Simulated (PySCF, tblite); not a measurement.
# C₂H₉FSSi₂: geometry, infrared bands and NMR shifts

What infrared bands and NMR shifts should C₂H₉FSSi₂ (`CSC[Si@@H](F)[SiH3]`) show?

Computed with tblite 0.8.0 and PySCF 2.14.0, with density-fitted response routines of our own, on a single molecule in the gas phase. Atoms are numbered from 0 throughout.

## Step 1: Starting geometry

15 atoms, charge 0, multiplicity 1; geometry from: force field or distance geometry start.

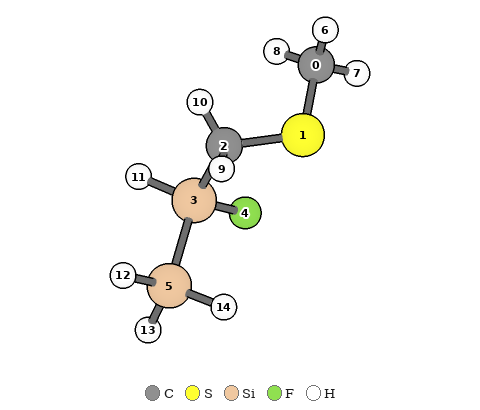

As it starts; carbon grey, sulfur yellow, silicon light orange, fluorine green, hydrogen white, atoms numbered.

## Step 2: Relaxing the molecule with GFN2-xTB

Job settings and geometry (Å):

```
{"job": {"kind": "relax", "xc": "GFN2-xTB", "basis": "xTB"}, "charge": 0, "multiplicity": 1}
C      3.050400     0.038200     0.389500
S      1.537500     0.936600    -0.140200
C      0.292700    -0.181700    -0.788900
Si    -0.964400    -0.456500     0.554900
F     -0.407900     0.174300     2.036700
Si    -2.906600     0.456900    -0.043300
H      3.720900     0.032100    -0.501100
H      3.486500     0.634400     1.237500
H      2.829600    -1.006100     0.698100
H     -0.248100     0.365300    -1.604600
H      0.751200    -1.121800    -1.150200
H     -1.205700    -1.900800     0.730200
H     -3.416700    -0.143100    -1.260100
H     -3.883800     0.302600     1.023800
H     -2.640100     1.877600    -0.312700
```

The run is started by

```bash
$ OMP_NUM_THREADS=1 python probes_run.py task.json out
```

One launch serves the whole session: the jobs run in the order shown.

Log:

```text
step      E/eV     max force
  0    -552.90047    2.414
  1    -553.10673    1.072
  2    -553.19653    0.950
  3    -553.23450    0.769
  4    -553.32734    0.495
  5    -553.35132    0.435
  6    -553.39263    0.472
  7    -553.41401    0.438
  8    -553.44182    0.420
  9    -553.45608    0.262
 10    -553.46320    0.166
 11    -553.46698    0.161
 12    -553.47162    0.229
 13    -553.47725    0.242
 14    -553.48234    0.175
 15    -553.48548    0.117
 16    -553.48776    0.118
 17    -553.49053    0.163
 18    -553.49375    0.199
 19    -553.49649    0.157
 20    -553.49853    0.100
 21    -553.50044    0.146
 22    -553.50283    0.169
 23    -553.50541    0.196
 24    -553.50720    0.136
 25    -553.50812    0.073
 26    -553.50887    0.074
 27    -553.50998    0.119
 28    -553.51148    0.161
 29    -553.51313    0.138
 30    -553.51474    0.114
 31    -553.51664    0.139
 32    -553.51958    0.191
 33    -553.52425    0.298
 34    -553.53045    0.340
 35    -553.53748    0.276
 36    -553.54480    0.216
 37    -553.55047    0.221
 38    -553.54869    0.416
 39    -553.55743    0.165
 40    -553.56036    0.103
 41    -553.56647    0.112
 42    -553.56812    0.117
 43    -553.57252    0.119
 44    -553.57700    0.188
 45    -553.58343    0.269
 46    -553.58857    0.434
 47    -553.59551    0.187
 48    -553.59853    0.078
 49    -553.59963    0.083
 50    -553.60063    0.081
 51    -553.60247    0.077
 52    -553.60428    0.064
 53    -553.60580    0.080
 54    -553.60664    0.077
 55    -553.60719    0.064
 56    -553.60765    0.042
 57    -553.60804    0.036
 58    -553.60834    0.037
 59    -553.60856    0.042
 60    -553.60879    0.031
 61    -553.60906    0.033
 62    -553.60936    0.035
 63    -553.60957    0.037
 64    -553.60980    0.036
 65    -553.60998    0.034
 66    -553.61015    0.029
 67    -553.61032    0.027
 68    -553.61052    0.028
 69    -553.61072    0.028
 70    -553.61093    0.034
 71    -553.61113    0.039
 72    -553.61135    0.037
 73    -553.61161    0.031
 74    -553.61190    0.035
 75    -553.61220    0.039
 76    -553.61253    0.050
 77    -553.61261    0.063
 78    -553.61316    0.046
 79    -553.61343    0.053
 80    -553.61392    0.035
 81    -553.61426    0.038
 82    -553.61508    0.051
 83    -553.61612    0.190
 84    -553.61772    0.251
 85    -553.62100    0.123
 86    -553.62228    0.274
 87    -553.62142    0.254
 88    -553.62738    0.073
 89    -553.62892    0.061
 90    -553.63006    0.056
 91    -553.63088    0.075
 92    -553.63144    0.080
 93    -553.63280    0.106
 94    -553.63438    0.103
 95    -553.63553    0.079
 96    -553.63631    0.059
 97    -553.63689    0.051
 98    -553.63746    0.060
 99    -553.63837    0.092
100    -553.63990    0.101
101    -553.64199    0.104
102    -553.64379    0.082
103    -553.64504    0.082
104    -553.64605    0.084
105    -553.64725    0.083
106    -553.64901    0.083
107    -553.65065    0.087
108    -553.65262    0.090
109    -553.65469    0.098
110    -553.65773    0.107
111    -553.66092    0.110
112    -553.66356    0.093
113    -553.66376    0.178
114    -553.66596    0.089
115    -553.66679    0.092
116    -553.66823    0.069
117    -553.67066    0.138
118    -553.67157    0.079
119    -553.67251    0.063
120    -553.67368    0.062
121    -553.67434    0.061
122    -553.67522    0.065
123    -553.67633    0.061
124    -553.67745    0.065
125    -553.67839    0.055
126    -553.67914    0.062
127    -553.67969    0.075
128    -553.68025    0.053
129    -553.68088    0.054
130    -553.68171    0.059
131    -553.68227    0.052
132    -553.68277    0.044
133    -553.68313    0.046
134    -553.68344    0.048
135    -553.68376    0.043
136    -553.68414    0.041
137    -553.68454    0.048
138    -553.68489    0.049
139    -553.68524    0.047
140    -553.68554    0.059
141    -553.68581    0.054
142    -553.68605    0.044
143    -553.68635    0.047
144    -553.68681    0.060
145    -553.68745    0.083
146    -553.68821    0.088
147    -553.68895    0.067
148    -553.68955    0.044
149    -553.68991    0.040
150    -553.69021    0.041
151    -553.69049    0.038
152    -553.69081    0.036
153    -553.69105    0.033
154    -553.69130    0.027
155    -553.69147    0.025
156    -553.69160    0.028
157    -553.69168    0.019
158    -553.69174    0.011
159    -553.69178    0.013
160    -553.69182    0.018
161    -553.69187    0.019
162    -553.69193    0.015
163    -553.69200    0.015
164    -553.69209    0.030
165    -553.69221    0.044
166    -553.69238    0.048
167    -553.69252    0.031
168    -553.69264    0.019
169    -553.69271    0.027
170    -553.69277    0.022
171    -553.69281    0.016
172    -553.69284    0.013
173    -553.69287    0.013
174    -553.69292    0.018
175    -553.69297    0.017
176    -553.69300    0.010
```

Wall time 2 s (1 thread of Arm Neoverse N1, shared host); peak memory 0.18 GiB.

The steps of the relaxation: (not every step is listed)

```csv
step,energy from step 0 (eV),largest force (eV/Å)
0,0.0000,2.4142
1,-0.2063,1.0722
2,-0.2961,0.9496
3,-0.3340,0.7689
4,-0.4269,0.4950
5,-0.4508,0.4346
6,-0.4922,0.4717
7,-0.5135,0.4382
8,-0.5413,0.4198
24,-0.6067,0.1361
40,-0.6599,0.1034
56,-0.7072,0.0415
72,-0.7109,0.0369
88,-0.7269,0.0729
104,-0.7456,0.0844
120,-0.7732,0.0623
136,-0.7837,0.0410
152,-0.7903,0.0364
168,-0.7922,0.0187
171,-0.7923,0.0159
172,-0.7924,0.0128
173,-0.7924,0.0131
174,-0.7924,0.0180
175,-0.7925,0.0165
176,-0.7925,0.0097
```

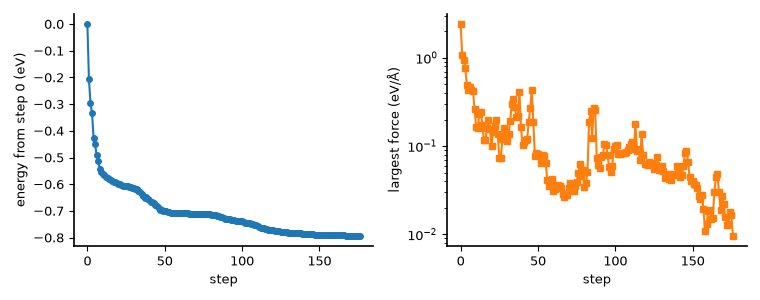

Energy and force, step by step.

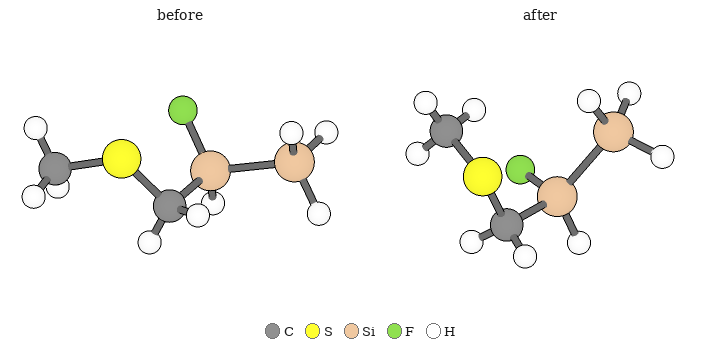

Before and after, at one scale.

Close pairs (by a distance rule), those that changed most:

```csv
bond,before (Å),after (Å),change (Å)
Si3–Si5,2.228,2.308,+0.080
Si3–F4,1.704,1.627,-0.077
C2–Si3,1.861,1.911,+0.051
C0–H7,1.125,1.085,-0.039
C2–H9,1.121,1.088,-0.033
S1–C2,1.795,1.826,+0.031
C0–H6,1.115,1.087,-0.028
C0–H8,1.111,1.086,-0.025
```

The end geometry stands in the next job.

## Step 3: Vibrational analysis with GFN2-xTB

Job settings and geometry (Å):

```
{"job": {"kind": "ir", "xc": "GFN2-xTB", "basis": "xTB"}, "charge": 0, "multiplicity": 1}
C      2.025180     0.731615     0.675277
S      1.362705     0.892878    -1.006141
C      0.604138    -0.755897    -1.205443
Si    -0.877253    -1.092149    -0.045408
F     -0.194801    -1.612438     1.336282
Si    -2.167607     0.765390     0.414017
H      2.652576    -0.154072     0.727319
H      2.618802     1.620377     0.864548
H      1.213894     0.663853     1.394461
H      0.286227    -0.778135    -2.245642
H      1.399036    -1.492593    -1.086103
H     -1.492540    -2.329499    -0.524908
H     -3.257992     0.872199    -0.558324
H     -2.769876     0.659994     1.747399
H     -1.406902     2.016467     0.382189
```

Log:

```text
mode    cm-1     km/mol
  1     -29.4      0.36
  2      38.3      1.36
  3      70.6      5.61
  4      92.1      1.21
  5     143.1      4.92
  6     162.2      8.50
  7     181.3      2.28
  8     219.0      9.17
  9     297.6     26.88
 10     440.4     21.14
 11     457.9     40.91
 12     478.2     13.17
 13     576.0    111.22
 14     638.5    145.50
 15     699.3    122.43
 16     707.0    160.24
 17     730.2     11.73
 18     765.8    140.27
 19     783.4     77.08
 20     791.5    243.46
 21     797.5    180.53
 22     806.8    198.78
 23     943.7      6.08
 24     947.5     14.88
 25    1086.5     12.25
 26    1176.2      7.61
 27    1322.1      0.77
 28    1429.4      1.84
 29    1449.7      5.08
 30    1455.5      4.69
 31    2233.9    298.34
 32    2243.7     53.39
 33    2249.0    213.85
 34    2260.9    573.89
 35    2960.9     15.87
 36    3010.8      8.78
 37    3022.9      6.88
 38    3024.7     12.19
 39    3057.0      5.03
```

Wall time 0.85 s (1 thread of Arm Neoverse N1, shared host); peak memory 0.18 GiB.

Which atoms move in the most intense modes:

```csv
cm⁻¹,km/mol,atoms
638,145.5,"H11 52 %, C2 14 %, H9 12 %"
707,160.2,"H10 25 %, C2 25 %, H9 16 %, H11 13 %"
792,243.5,"H14 30 %, H12 29 %, H13 13 %, C2 11 %"
798,180.5,"H13 23 %, H12 22 %, Si3 14 %, F4 12 %"
807,198.8,"H14 41 %, H13 36 %"
2234,298.3,H13 96 %
2249,213.8,"H12 76 %, H14 18 %"
2261,573.9,"H14 54 %, H11 37 %"
```

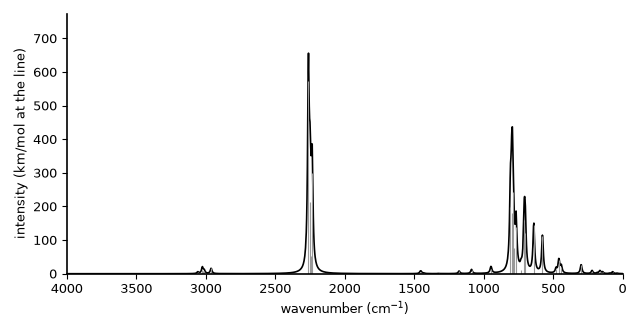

The infrared spectrum from these modes, unscaled. Lines are broadened to a width of 14 cm⁻¹ (Lorentzian).

## Step 4: Nuclear shieldings: PBE0/pcSseg-1

Settings changed since step 3:

```diff
@@ -1,2 +1,2 @@
-{"job": {"kind": "ir", "xc": "GFN2-xTB", "basis": "xTB"}, "charge": 0, "multiplicity": 1}
+{"job": {"kind": "nmr", "xc": "PBE0", "basis": "pcSseg-1"}, "charge": 0, "multiplicity": 1}
 C      2.025180     0.731615     0.675277
```

Method: GIAO PBE0/pcSseg-1 NMR shielding, non-relativistic, gas phase.

Log:

```text
coarse grid: 13712 points
cycle   1  E = -1157.9539604942  dE =  2.234e-01  |g| = 5.763e-01  |ddm| = 3.431e+00
cycle   2  E = -1157.8929935718  dE =  6.097e-02  |g| = 8.777e-01  |ddm| = 1.221e+00
cycle   3  E = -1158.0142245432  dE = -1.212e-01  |g| = 6.547e-02  |ddm| = 7.607e-01
cycle   4  E = -1158.0150226856  dE = -7.981e-04  |g| = 2.634e-02  |ddm| = 9.391e-02
cycle   5  E = -1158.0151763554  dE = -1.537e-04  |g| = 7.271e-03  |ddm| = 2.810e-02
cycle   6  E = -1158.0151896817  dE = -1.333e-05  |g| = 2.287e-03  |ddm| = 1.023e-02
cycle   7  E = -1158.0151909709  dE = -1.289e-06  |g| = 4.136e-04  |ddm| = 2.938e-03
final grid: 117968 points
cycle   8  E = -1158.0568391338  dE = -2.384e-05  |g| = 7.412e-03  |ddm| = 2.382e-02
cycle   9  E = -1158.0568304197  dE =  8.714e-06  |g| = 9.390e-03  |ddm| = 1.290e-02
cycle  10  E = -1158.0568522021  dE = -2.178e-05  |g| = 4.770e-04  |ddm| = 7.916e-03
cycle  11  E = -1158.0568522573  dE = -5.524e-08  |g| = 1.596e-04  |ddm| = 7.449e-04
cycle  12  E = -1158.0568522629  dE = -5.620e-09  |g| = 5.914e-05  |ddm| = 1.849e-04
cycle  13  E = -1158.0568522638  dE = -8.574e-10  |g| = 1.181e-05  |ddm| = 7.089e-05
converged SCF energy = -1158.0568522638

GIAO shielding tensors (ppm)
atom      isotropic    diamagn.    paramagn.     s11        s22        s33       span
  0 C      164.391     251.912     -87.521    147.563    162.670    182.939     35.376
  1 S      567.867    1057.244    -489.377    442.919    504.501    756.180    313.261
  2 C      160.188     256.693     -96.505    147.969    164.658    167.937     19.968
  3 Si     308.959     877.891    -568.932    240.207    316.018    370.653    130.446
  4 F      387.630     471.673     -84.044    334.296    387.174    441.419    107.123
  5 Si     476.328     880.303    -403.975    463.680    480.179    485.124     21.444
  6 H       29.622      30.609      -0.987     25.525     26.824     36.518     10.993
  7 H       29.798      29.523       0.276     24.846     26.218     38.332     13.486
  8 H       29.316      32.359      -3.043     23.960     29.402     34.586     10.627
  9 H       30.410      31.380      -0.970     25.116     28.041     38.073     12.956
 10 H       29.364      31.438      -2.074     23.743     28.282     36.069     12.326
 11 H       25.728      28.407      -2.680     22.658     23.635     30.891      8.232
 12 H       28.560      28.613      -0.053     25.245     25.825     34.611      9.366
 13 H       28.257      28.538      -0.281     24.888     25.824     34.059      9.171
 14 H       27.655      29.351      -1.696     23.190     27.912     31.862      8.672
```

It took 35 s on 1 thread of Arm Neoverse N1, shared host; peak memory 0.76 GiB.

The references, computed at this level on geometries of the same kind, shield at (ppm): 1H TMS 31.72, 13C TMS 186.9, 29Si TMS 349.2, 19F CFCl3 170.9, 33S CS2 504. Their shielding less the atom's gives the shift. The references are single molecules in the gas phase, so shifts against H2O, NH3, PH3, H3PO4 or CFCl3 are not on the usual liquid scales and can be off by tens of ppm. Atoms listed in one row are averaged.

```csv
atoms,environment,σ (ppm),δ (ppm),δ scaled to CDCl3
C2,sp3 CH2 bonded to S and Si,160.2,26.7,19.8
C0,methyl carbon bonded to S,164.4,22.5,15.7
H11,"hydrogen on a silicon bonded to C, F, Si",25.73,5.99,–
"H12, H13, H14",hydrogen on a silicon bonded to Si,28.16,3.56,–
H10,hydrogen on an sp3 CH2 bonded to S and Si,29.36,2.35,2.32
"H6, H7, H8",hydrogen on a methyl carbon bonded to S,29.58,2.14,2.12
H9,hydrogen on an sp3 CH2 bonded to S and Si,30.41,1.31,1.34
S1,sulfide sulfur,568,-64,–
Si3,"silicon bonded to C, F, Si, H",309.0,40.2,–
Si5,"silicon bonded to Si, 3 H",476.3,-127.2,–
F4,fluorine bonded to Si,387.6,-216.7,–
```

The scaled column applies a straight-line fit of computed shieldings to shifts measured in CDCl3, with any fitted terms for Cl, Br or S neighbours, and one for carbons that bear F (root-mean-square error 0.16 ppm for H, 1.9 ppm for C).

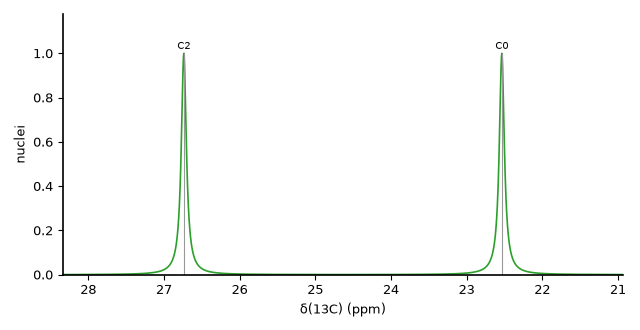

13C lines at the computed shifts, without couplings. Lines are broadened to a width of 0.08 ppm (Lorentzian).

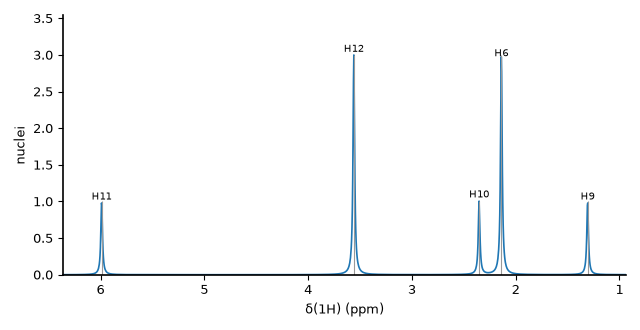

1H lines at the computed shifts, without couplings. Lines are broadened to a width of 0.02 ppm (Lorentzian).

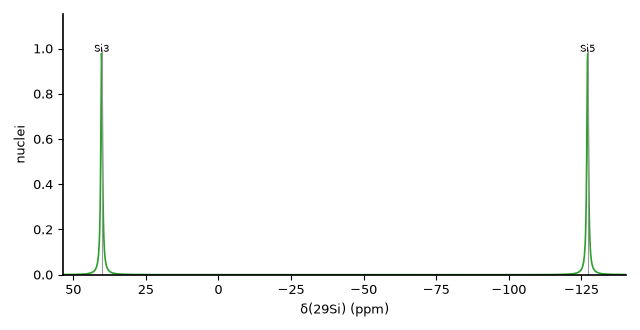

29Si lines at the computed shifts, without couplings. Lines are broadened to a width of 0.67 ppm (Lorentzian).

Charges from the same density, by scheme (e):

```csv
atoms,Mulliken,IAO,Hirshfeld,ESP fit
C0,-0.39,-0.50,-0.12,-0.49
S1,-0.07,0.08,-0.01,-0.15
C2,-0.64,-0.64,-0.17,-0.54
Si3,0.80,0.93,0.35,0.68
F4,-0.44,-0.55,-0.21,-0.32
Si5,0.13,0.25,0.21,0.12
```

Mulliken charges:

C0 -0.39; S1 -0.07; C2 -0.64; Si3 0.80; F4 -0.44; Si5 0.13; H6 0.15; H7 0.16; H8 0.16; H9 0.18; H10 0.18; H11 -0.09; H12 -0.06; H13 -0.04; H14 -0.03

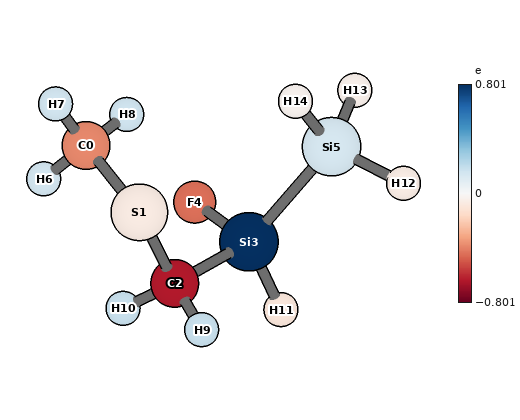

Mulliken charges, as colours on the atoms.

Mayer bond orders: C0–S1 0.99, S1–C2 0.99, C2–Si3 0.86, Si3–F4 0.88, Si3–Si5 0.91.

## Step 5: Summary of results

| quantity | value |
| --- | --- |
| strongest single infrared mode (GFN2-xTB) | 2261 cm⁻¹, 574 km/mol |
| zero-point energy (GFN2-xTB) | 62.5 kcal/mol |
| 13C shifts against TMS (PBE0/pcSseg-1) | 26.7, 22.5 ppm |
| 1H shifts against TMS (PBE0/pcSseg-1, means over atoms taken as alike) | 5.99, 3.56, 2.35, 2.14, 1.31 ppm |
| 33S shifts against CS2 (PBE0/pcSseg-1) | -64 ppm |
| 29Si shifts against TMS (PBE0/pcSseg-1) | 40.2, -127.2 ppm |
| 19F shifts against CFCl3 (PBE0/pcSseg-1) | -216.7 ppm |

Relaxing lowered the energy by 0.793 eV in 176 steps; the close pair that moved most is Si3–Si5, from 2.228 to 2.308 Å. The lowest mode is imaginary (29i cm⁻¹), so the xTB geometry is not a minimum. The strongest single mode, at 2261 cm⁻¹, moves mainly H14 and H11. Unscaled tight-binding wavenumbers are off by several per cent, some by more. Its intensities can rank the bands wrongly. At PBE0/pcSseg-1: Shielding is most anisotropic at S1 (span 313 ppm, paramagnetic term -489 ppm).
